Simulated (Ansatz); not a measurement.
## Electronic structure of ClFH₂O₂Ti (SMILES [OH][Ti]([OH])([F])[Cl]) in real space

Input file:

```
crystal:
  periodic: [false, false, false]
  atoms:
    - {symbol: O, position_ang: [-1.153964, 0.253702, 0.860611]}
    - {symbol: Ti, position_ang: [0.052224, 0.023465, -0.407895]}
    - {symbol: O, position_ang: [1.465354, -0.806606, 0.269290]}
    - {symbol: F, position_ang: [-0.621044, -0.931074, -1.715970]}
    - {symbol: Cl, position_ang: [0.643521, 1.996727, -1.201241]}
    - {symbol: H, position_ang: [-2.097112, 0.360741, 0.985685]}
    - {symbol: H, position_ang: [1.772223, -0.965056, 1.163819]}
basis:
  gaussian: {orbitals: def2-TZVPP}
hamiltonian: {xc: pbe0, dispersion: d4}
output: {orbitals: {seedname: orbitals}}
```

Run with:

```sh
ansatz run in.yaml --threads 4 --pin off --events-out ev --progress --plain --max-ram 10444MiB
```

Geometry: PBE0-D4/def2-TZVP.

Computed with RKS PBE0-D4/def2-TZVPP in Ansatz 0.2.0.

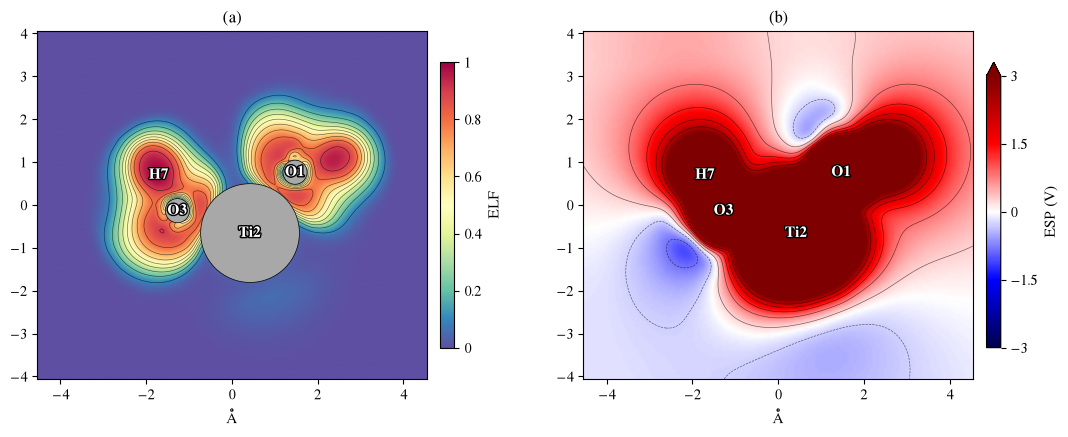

Figure 1. (a) electron localisation function; (b) molecular electrostatic potential on the plane of atoms O1, Ti2 and O3. Grey discs cover the atomic cores in the ELF map.

Question: Describe what can be read from this map.

Answer: Atoms in the plane: O, Ti and H.
Ti–O (1.77 Å): the ELF peaks at about 0.80 in the valence shell of O, 0.5 Å from its nucleus, and is about 0.25 at the midpoint.
O–H (0.96 Å): the ELF climbs to about 1 towards the hydrogen, as it does in any bond to H: a covalent bond by its length.
Outside the dense part of the molecule the potential is most negative (−1.1 V) near O3.

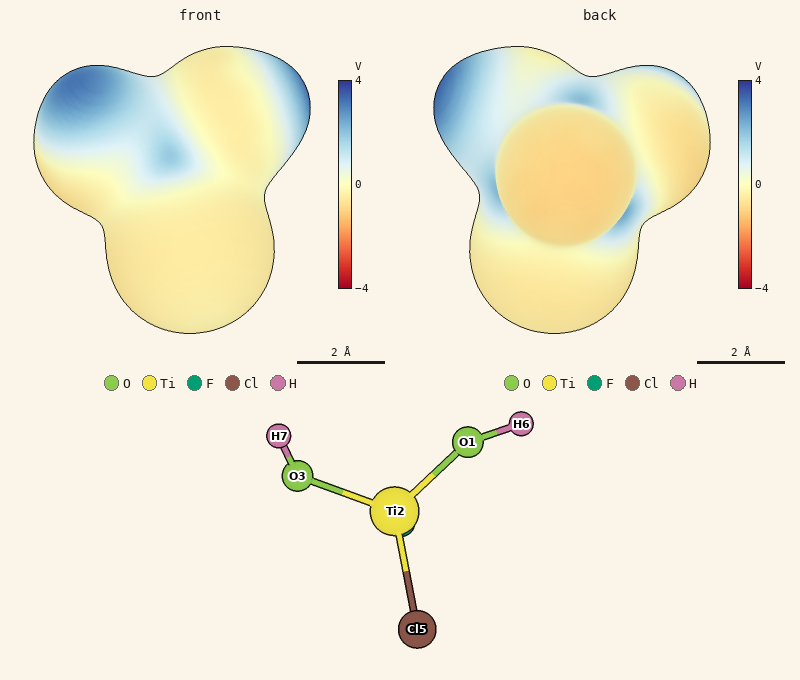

Figure 2. The molecular electrostatic potential painted on the density surface at 0.002 e/bohr³, seen from the front and from behind; the colour scale runs from red (negative) to blue (positive). The bare structure is drawn below in the same view.

Question: Which sites attract a positive test charge, and which a negative one?

Answer: A positive charge is drawn to the negative regions and a negative charge to the positive ones. The most negative region (about −1.0 V, or −23 kcal/mol for a unit charge) lies over F4, the most positive (about +3.2 V, or +74 kcal/mol for a unit charge) over H6 and H7.

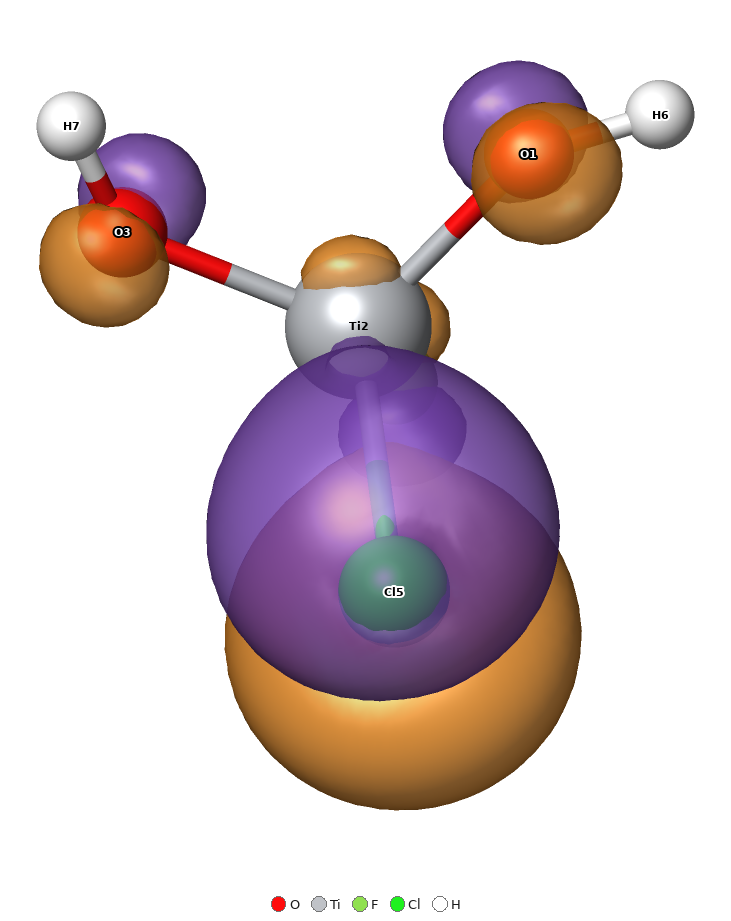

Figure 3. The HOMO−1 at ±0.1 Å⁻³ᐟ² (orange and purple are the two phases), seen across its widest extent.

Question: What is the character of this orbital?

Answer: It lies mainly on Cl5 (about 85 %) and Ti2 (about 10 %); largely a lone pair of Cl5. Its energy is −9.20 eV.
